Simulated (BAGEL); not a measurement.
**Si2H5Cl (SMILES [SiH3][SiH2]Cl): a chain of runs**

Aim: a series of 15 runs (PBE0/6-31G*, RI-MP2/6-31G*) of ClH5Si2. 

The calculation is run with BAGEL 1.2.2.

1 further run of the same task is left out (set aside as unsound or not needed).

### 1 Starting point

The species is Si2H5Cl (8 atoms), meant as a singlet with charge 0. SMILES: `[SiH3][SiH2]Cl`. One bond was lengthened or shortened from a relaxed shape.

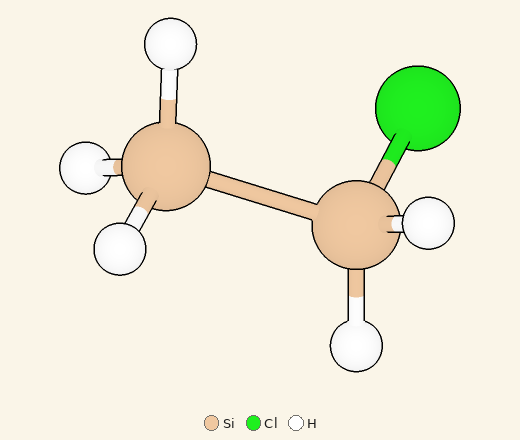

The structure, seen from a chosen angle (silicon light orange, chlorine green, hydrogen white).

### 2 The energy at PBE0/6-31G(d) (density fitting with svp-jkfit, spherical functions) (run 1)

input.json reads:

```json
{ "bagel" : [

{
  "title" : "molecule",
  "basis" : "6-31gs.json",
  "df_basis" : "svp-jkfit",
  "angstrom" : false,
  "geometry" : [
    { "atom" : "Si", "xyz" : [    -1.50947921,     1.47247082,    -0.40718118 ] },
    { "atom" : "Si", "xyz" : [     0.90918125,    -1.96796457,     0.94624067 ] },
    { "atom" : "Cl", "xyz" : [     4.42067034,    -0.67180142,     2.04625025 ] },
    { "atom" : "H", "xyz" : [    -4.05399544,     0.58108700,    -1.20596841 ] },
    { "atom" : "H", "xyz" : [    -0.23920531,     2.71761136,    -2.57979930 ] },
    { "atom" : "H", "xyz" : [    -1.78915868,     3.31287509,     1.69495016 ] },
    { "atom" : "H", "xyz" : [    -0.07899055,    -3.06664756,     2.81833754 ] },
    { "atom" : "H", "xyz" : [     1.29430744,    -3.84276185,    -1.10562395 ] }
  ]
},

{
  "title" : "ks",
  "xc_func" : "pbe0"
},

{
  "title" : "print",
  "file" : "orbitals.molden",
  "orbitals" : true
}

]}
```

The basis set 6-31G* is read from a file made from the Basis Set Exchange's data (not shown).

Run with:

```
$ BAGEL_NUM_THREADS=1 BAGEL input.json > input.out
```

Standard output:

```text
* using 1 threads per process

  ===============================================================
  ===============================================================

  *** Geometry ***

  { "atom" : "Si", "xyz" : [     -1.509479,      1.472471,     -0.407181 ] },
  { "atom" : "Si", "xyz" : [      0.909181,     -1.967965,      0.946241 ] },
  { "atom" : "Cl", "xyz" : [      4.420670,     -0.671801,      2.046250 ] },
  { "atom" : "H", "xyz" : [     -4.053995,      0.581087,     -1.205968 ] },
  { "atom" : "H", "xyz" : [     -0.239205,      2.717611,     -2.579799 ] },
  { "atom" : "H", "xyz" : [     -1.789159,      3.312875,      1.694950 ] },
  { "atom" : "H", "xyz" : [     -0.078991,     -3.066648,      2.818338 ] },
  { "atom" : "H", "xyz" : [      1.294307,     -3.842762,     -1.105624 ] },

  Number of auxiliary basis functions:      474

  Since a DF basis is specified, we compute 2- and 3-index integrals:
    o Being stored without compression. Storage requirement is 0.016 GB

  Number of basis functions:       64
  Number of electrons      :       50

    * METHOD: MOLECULE                             0.23

  *** Kohn-Sham DFT ***

    * Removing 13421 points whose weight is below 1.00e-10
    * Grid points: 105827

  === Nuclear Repulsion ===
   192.7238222311

       - DIIS with orbital gradients will be used.

  === KS iteration (pbe0 / 6-31gs.json) ===
      0       -998.74702522          0.14864814           0.35
      1      -1004.89258565          0.13709041           0.31
      2       -918.13421175          0.17036680           0.30
      3      -1028.36974594          0.12853053           0.30
      4      -1041.06348830          0.03219934           0.30
      5      -1041.58616446          0.01574362           0.29
      6      -1041.71806362          0.00536650           0.29
      7      -1041.73822053          0.00181483           0.31
      8      -1041.74105867          0.00025520           0.30
      9      -1041.74110128          0.00005694           0.30
     10      -1041.74110269          0.00001021           0.29
     11      -1041.74110273          0.00000206           0.31
     12      -1041.74110273          0.00000056           0.32
     13      -1041.74110273          0.00000016           0.31
     14      -1041.74110273          0.00000003           0.31
     15      -1041.74110273          0.00000001           0.31
    * SCF iteration converged.

    * Permanent dipole moment:
           (    0.709486,     0.196256,     0.137665) a.u.

    * METHOD: KS                                   5.39

    * METHOD: PRINT                                0.01

  ===============================================================
```

It took 6 s on 1 thread of Arm Neoverse V1, shared host; peak memory 0.36 GiB.

### 3 Bond 7-2 at 1.485 A: the energy at RI-MP2/6-31G(d) (density fitting with svp-jkfit, spherical functions) (run 2)

job.json reads:

```json
{ "bagel": [

{
  "title": "molecule",
  "basis": "6-31gs.json",
  "df_basis": "svp-jkfit",
  "angstrom": false,
  "geometry": [
    { "atom": "Si", "xyz": [    -1.33511418,     1.66633593,    -0.73751664 ] },
    { "atom": "Si", "xyz": [     1.08354628,    -1.77409945,     0.61590521 ] },
    { "atom": "Cl", "xyz": [     4.59503537,    -0.47793630,     1.71591478 ] },
    { "atom": "H", "xyz": [    -3.87963041,     0.77495212,    -1.53630388 ] },
    { "atom": "H", "xyz": [    -0.06484028,     2.91147647,    -2.91013477 ] },
    { "atom": "H", "xyz": [    -1.61479365,     3.50674020,     1.36461470 ] },
    { "atom": "H", "xyz": [    -0.07899055,    -3.06664756,     2.81833754 ] },
    { "atom": "H", "xyz": [     1.46867247,    -3.64889674,    -1.43595942 ] }
  ]
},

{
  "title": "hf"
},

{
  "title": "mp2",
  "ncore": 15
}

]}
```

The basis set 6-31G* is read from a file made from the Basis Set Exchange's data (not shown).

Run with:

```
$ BAGEL_NUM_THREADS=1 BAGEL job.json > job.out
```

Standard output:

```text
* using 1 threads per process

  ===============================================================
  ===============================================================

  *** Geometry ***

  { "atom" : "Si", "xyz" : [     -1.335114,      1.666336,     -0.737517 ] },
  { "atom" : "Si", "xyz" : [      1.083546,     -1.774099,      0.615905 ] },
  { "atom" : "Cl", "xyz" : [      4.595035,     -0.477936,      1.715915 ] },
  { "atom" : "H", "xyz" : [     -3.879630,      0.774952,     -1.536304 ] },
  { "atom" : "H", "xyz" : [     -0.064840,      2.911476,     -2.910135 ] },
  { "atom" : "H", "xyz" : [     -1.614794,      3.506740,      1.364615 ] },
  { "atom" : "H", "xyz" : [     -0.078991,     -3.066648,      2.818338 ] },
  { "atom" : "H", "xyz" : [      1.468672,     -3.648897,     -1.435959 ] },

  Number of auxiliary basis functions:      474

  Since a DF basis is specified, we compute 2- and 3-index integrals:
    o Being stored without compression. Storage requirement is 0.016 GB

  Number of basis functions:       64
  Number of electrons      :       50

    * METHOD: MOLECULE                             0.23

  *** RHF ***

  === Nuclear Repulsion ===
   191.5084015113

      * DIIS with orbital gradients will be used.

  === RHF iteration (6-31gs.json) ===
      0      -1040.19186992          0.00990889           0.06
      1      -1040.25066784          0.00346686           0.06
      2      -1040.25730074          0.00107214           0.06
      3      -1040.25807086          0.00010324           0.06
      4      -1040.25807949          0.00001924           0.06
      5      -1040.25807986          0.00000439           0.06
      6      -1040.25807988          0.00000096           0.06
      7      -1040.25807988          0.00000024           0.06
      8      -1040.25807988          0.00000007           0.06
      9      -1040.25807988          0.00000002           0.06
     10      -1040.25807988          0.00000001           0.06
    * SCF iteration converged.

    * Permanent dipole moment:
           (    0.748823,     0.154941,     0.250625) a.u.

    * METHOD: HF                                   0.81

  *** RHF ***

  === Nuclear Repulsion ===
   191.5084015113

      * DIIS with orbital gradients will be used.

  === RHF iteration (6-31gs.json) ===
      0      -1040.25807988          0.00000000           0.06
    * SCF iteration converged.

    * Permanent dipole moment:
           (    0.748823,     0.154942,     0.250625) a.u.

  === DF-MP2 calculation ===

    * freezing 15 orbitals
    * 3-index integral transformation done
    * assembly done

      MP2 correlation energy:   -0.2816491984      0.02

      MP2 total energy:       -1040.5397290783

    * METHOD: MP2                                  0.15

  ===============================================================
```

It took 1.3 s on 1 thread of Arm Neoverse V1, shared host; peak memory 0.14 GiB.

Runs 3 to 9 aren't shown in full; the table further down has their settings and results.

### 4 Bond 7-2 at 2.821 A: a single-point energy at RI-MP2/6-31G(d) (density fitting with svp-jkfit, spherical functions) (run 10)

calc.json reads:

```json
{ "bagel" : [

{
  "title" : "molecule",
  "basis" : "6-31gs.json",
  "df_basis" : "svp-jkfit",
  "geometry" : [
    { "atom" : "Si", "xyz" : [ -0.28876905,  2.82969669, -2.71982423 ] },
    { "atom" : "Si", "xyz" : [  2.12989142, -0.61073870, -1.36640238 ] },
    { "atom" : "Cl", "xyz" : [  5.64138050,  0.68542445, -0.26639280 ] },
    { "atom" : "H", "xyz" : [ -2.83328528,  1.93831287, -3.51861146 ] },
    { "atom" : "H", "xyz" : [  0.98150485,  4.07483723, -4.89244236 ] },
    { "atom" : "H", "xyz" : [ -0.56844852,  4.67010096, -0.61769289 ] },
    { "atom" : "H", "xyz" : [ -0.07899055, -3.06664756,  2.81833754 ] },
    { "atom" : "H", "xyz" : [  2.51501760, -2.48553598, -3.41826701 ] }
  ]
},
{
  "title" : "hf"
},
{
  "title" : "mp2",
  "ncore" : 15
}

]}
```

The basis set 6-31G* is read from a file made from the Basis Set Exchange's data (not shown).

Run with:

```
$ BAGEL_NUM_THREADS=1 BAGEL calc.json > calc.out
```

Standard output:

```text
* using 1 threads per process

  ===============================================================
  ===============================================================

  *** Geometry ***

  { "atom" : "Si", "xyz" : [     -0.288769,      2.829697,     -2.719824 ] },
  { "atom" : "Si", "xyz" : [      2.129891,     -0.610739,     -1.366402 ] },
  { "atom" : "Cl", "xyz" : [      5.641381,      0.685424,     -0.266393 ] },
  { "atom" : "H", "xyz" : [     -2.833285,      1.938313,     -3.518611 ] },
  { "atom" : "H", "xyz" : [      0.981505,      4.074837,     -4.892442 ] },
  { "atom" : "H", "xyz" : [     -0.568449,      4.670101,     -0.617693 ] },
  { "atom" : "H", "xyz" : [     -0.078991,     -3.066648,      2.818338 ] },
  { "atom" : "H", "xyz" : [      2.515018,     -2.485536,     -3.418267 ] },

  Number of auxiliary basis functions:      474

  Since a DF basis is specified, we compute 2- and 3-index integrals:
    o Being stored without compression. Storage requirement is 0.016 GB

  Number of basis functions:       64
  Number of electrons      :       50

    * METHOD: MOLECULE                             0.23

  *** RHF ***

  === Nuclear Repulsion ===
   187.5593287923

      * DIIS with orbital gradients will be used.

  === RHF iteration (6-31gs.json) ===
      0      -1040.00465680          0.01168765           0.06
      1      -1040.08399873          0.00557433           0.06
      2      -1040.10073341          0.00129492           0.06
      3      -1040.10201385          0.00018662           0.06
      4      -1040.10204668          0.00005536           0.06
      5      -1040.10205076          0.00001566           0.06
      6      -1040.10205108          0.00000428           0.06
      7      -1040.10205111          0.00000130           0.06
      8      -1040.10205112          0.00000035           0.06
      9      -1040.10205112          0.00000011           0.06
     10      -1040.10205112          0.00000004           0.06
     11      -1040.10205112          0.00000001           0.06
     12      -1040.10205112          0.00000000           0.06
    * SCF iteration converged.

    * Permanent dipole moment:
           (    0.354540,    -0.448694,     1.013348) a.u.

    * METHOD: HF                                   0.90

  *** RHF ***

  === Nuclear Repulsion ===
   187.5593287923

      * DIIS with orbital gradients will be used.

  === RHF iteration (6-31gs.json) ===
      0      -1040.10205112          0.00000000           0.06
    * SCF iteration converged.

    * Permanent dipole moment:
           (    0.354540,    -0.448694,     1.013349) a.u.

  === DF-MP2 calculation ===

    * freezing 15 orbitals
    * 3-index integral transformation done
    * assembly done

      MP2 correlation energy:   -0.3018468682      0.02

      MP2 total energy:       -1040.4038979837

    * METHOD: MP2                                  0.15

  ===============================================================
```

It took 1.4 s on 1 thread of Arm Neoverse V1, shared host; peak memory 0.14 GiB.

Runs 11 to 14 aren't shown in full; the table further down has their settings and results.

### 5 Bond 7-2 at 4.158 A: the energy at PBE0/6-31G(d) (density fitting with svp-jkfit, spherical functions) (run 15)

job.json reads:

```json
{ "bagel": [

{
  "title": "molecule",
  "basis": "6-31gs.json",
  "df_basis": "svp-jkfit",
  "geometry": [
    { "atom": "Si", "xyz": [     0.75749861,     3.99297240,    -4.70198442 ] },
    { "atom": "Si", "xyz": [     3.17615907,     0.55253702,    -3.34856257 ] },
    { "atom": "Cl", "xyz": [     6.68764816,     1.84870017,    -2.24855299 ] },
    { "atom": "H", "xyz": [    -1.78701762,     3.10158859,    -5.50077165 ] },
    { "atom": "H", "xyz": [     2.02777251,     5.23811295,    -6.87460254 ] },
    { "atom": "H", "xyz": [     0.47781914,     5.83337668,    -2.59985308 ] },
    { "atom": "H", "xyz": [    -0.07899055,    -3.06664756,     2.81833754 ] },
    { "atom": "H", "xyz": [     3.56128526,    -1.32226027,    -5.40042719 ] }
  ]
},

{
  "title": "ks",
  "xc_func": "pbe0"
},

{
  "title": "print",
  "file": "orbitals.molden",
  "orbitals": true
}

]}
```

The basis set 6-31G* is read from a file made from the Basis Set Exchange's data (not shown).

Run with:

```
$ BAGEL_NUM_THREADS=1 BAGEL job.json > job.out
```

Standard output:

```text
* using 1 threads per process

  ===============================================================
  ===============================================================

  *** Geometry ***

  { "atom" : "Si", "xyz" : [      0.757499,      3.992972,     -4.701984 ] },
  { "atom" : "Si", "xyz" : [      3.176159,      0.552537,     -3.348563 ] },
  { "atom" : "Cl", "xyz" : [      6.687648,      1.848700,     -2.248553 ] },
  { "atom" : "H", "xyz" : [     -1.787018,      3.101589,     -5.500772 ] },
  { "atom" : "H", "xyz" : [      2.027773,      5.238113,     -6.874603 ] },
  { "atom" : "H", "xyz" : [      0.477819,      5.833377,     -2.599853 ] },
  { "atom" : "H", "xyz" : [     -0.078991,     -3.066648,      2.818338 ] },
  { "atom" : "H", "xyz" : [      3.561285,     -1.322260,     -5.400427 ] },

  Number of auxiliary basis functions:      474

  Since a DF basis is specified, we compute 2- and 3-index integrals:
    o Being stored without compression. Storage requirement is 0.016 GB

  Number of basis functions:       64
  Number of electrons      :       50

    * METHOD: MOLECULE                             0.24

  *** Kohn-Sham DFT ***

    * Removing 12061 points whose weight is below 1.00e-10
    * Grid points: 107187

  === Nuclear Repulsion ===
   185.7115033363

       - DIIS with orbital gradients will be used.

  === KS iteration (pbe0 / 6-31gs.json) ===
      0       -997.67989207          0.12747553           0.34
      1       -928.16014509          0.18675136           0.31
      2       -869.30558536          0.09613002           0.31
      3       -989.23990717          0.09004328           0.31
      4      -1025.06104045          0.09388078           0.31
      5      -1018.20051587          0.10832870           0.33
      6      -1016.87040237          0.13617979           0.33
      7      -1016.74490370          0.13970425           0.32
      8       -909.28949174          0.12856043           0.31
      9      -1038.23920688          0.05613390           0.31
     10      -1037.31673488          0.07487688           0.32
     11      -1040.71697209          0.03277799           0.33
     12      -1040.92020309          0.02158732           0.31
     13      -1041.17049762          0.01675329           0.31
     14      -1041.31653093          0.01053223           0.31
     15      -1041.35740155          0.00861853           0.31
     16      -1041.43297311          0.00998723           0.32
     17      -1041.38278289          0.01029107           0.33
     18      -1041.33897552          0.01015227           0.33
     19      -1041.42312400          0.01047496           0.30
     20      -1041.33222142          0.00993069           0.30
     21      -1041.47416177          0.00942607           0.30
     22      -1041.42251126          0.01073489           0.32
     23      -1041.51516700          0.00690938           0.30
     24      -1041.56429837          0.00081171           0.30
     25      -1041.56439233          0.00065534           0.30
     26      -1041.56400788          0.00097732           0.30
     27      -1041.56355897          0.00124001           0.31
     28      -1041.56447591          0.00057933           0.32
     29      -1041.56473305          0.00001526           0.31
     30      -1041.56473321          0.00000112           0.32
     31      -1041.56473321          0.00000039           0.32
     32      -1041.56473321          0.00000030           0.32
     33      -1041.56473321          0.00000003           0.31
     34      -1041.56473321          0.00000005           0.33
     35      -1041.56473321          0.00000003           0.32
     36      -1041.56473321          0.00000000           0.35
    * SCF iteration converged.

    * Permanent dipole moment:
           (    0.174659,    -0.517222,     1.035195) a.u.

    * METHOD: KS                                  12.14

    * METHOD: PRINT                                0.01

  ===============================================================
```

It took 13 s on 1 thread of Arm Neoverse V1, shared host; peak memory 0.37 GiB.

### 6 All runs side by side

| run | level | frozen core orbitals | partner | energy (Eh) | dipole moment (D) | HOMO energy (eV) | LUMO energy (eV) | wall time |
| --- | --- | --- | --- | --- | --- | --- | --- | --- |
| 1 | PBE0/6-31G* (density fitting with svp-jkfit, spherical functions) | – | bond 7-2 at 1.262 A | -1041.741103 | 1.90 | -8.18 | -0.45 | 6 s |
| 2 | RI-MP2/6-31G* (density fitting with svp-jkfit, spherical functions) | 15 | bond 7-2 at 1.485 A | -1040.539729 | – | – | – | 1.3 s |
| 3 | PBE0/6-31G* (density fitting with svp-jkfit, spherical functions) | – | bond 7-2 at 1.485 A | -1041.765662 | 1.81 | -8.21 | -0.46 | 7.5 s |
| 4 | RI-MP2/6-31G* (density fitting with svp-jkfit, spherical functions) | 15 | bond 7-2 at 1.708 A | -1040.526822 | – | – | – | 1.3 s |
| 5 | PBE0/6-31G* (density fitting with svp-jkfit, spherical functions) | – | bond 7-2 at 1.708 A | -1041.753709 | 1.75 | -8.22 | -0.50 | 7.5 s |
| 6 | RI-MP2/6-31G* (density fitting with svp-jkfit, spherical functions) | 15 | bond 7-2 at 2.005 A | -1040.491961 | – | – | – | 1.4 s |
| 7 | PBE0/6-31G* (density fitting with svp-jkfit, spherical functions) | – | bond 7-2 at 2.005 A | -1041.720351 | 1.81 | -8.08 | -0.90 | 11 s |
| 8 | RI-MP2/6-31G* (density fitting with svp-jkfit, spherical functions) | 15 | bond 7-2 at 2.376 A | -1040.447171 | – | – | – | 1.4 s |
| 9 | PBE0/6-31G* (density fitting with svp-jkfit, spherical functions) | – | bond 7-2 at 2.376 A | -1041.676730 | 2.03 | -7.55 | -2.13 | 8.4 s |
| 10 | RI-MP2/6-31G* (density fitting with svp-jkfit, spherical functions) | 15 | bond 7-2 at 2.821 A | -1040.403898 | – | – | – | 1.4 s |
| 11 | PBE0/6-31G* (density fitting with svp-jkfit, spherical functions) | – | bond 7-2 at 2.821 A | -1041.633491 | 2.34 | -6.90 | -3.15 | 8.7 s |
| 12 | RI-MP2/6-31G* (density fitting with svp-jkfit, spherical functions) | 15 | bond 7-2 at 3.415 A | -1040.367467 | – | – | – | 1.5 s |
| 13 | PBE0/6-31G* (density fitting with svp-jkfit, spherical functions) | – | bond 7-2 at 3.415 A | -1041.593467 | 2.70 | -6.32 | -3.96 | 10 s |
| 14 | RI-MP2/6-31G* (density fitting with svp-jkfit, spherical functions) | 15 | bond 7-2 at 4.158 A | -1040.352975 | – | – | – | 1.5 s |
| 15 | PBE0/6-31G* (density fitting with svp-jkfit, spherical functions) | – | bond 7-2 at 4.158 A | -1041.564733 | 2.97 | -5.90 | -4.47 | 13 s |

### 7 Results

| quantity | value |
| --- | --- |
| bond 7-2 at 4.158 A, run 15: total energy | -1041.56473 Eh |
| bond 7-2 at 4.158 A, run 15: dipole moment | 2.97 D |
| bond 7-2 at 4.158 A, run 15: HOMO energy | -5.90 eV |
| bond 7-2 at 4.158 A, run 15: LUMO energy | -4.47 eV |
| bond 7-2 at 4.158 A, run 15: HOMO–LUMO gap | 1.43 eV |

What this shows: In runs 10, 11, 12, 13, 14, 15 a closed-shell determinant meets a far-stretched bond, which it describes badly. All runs together took 82 s, the longest 13 s.
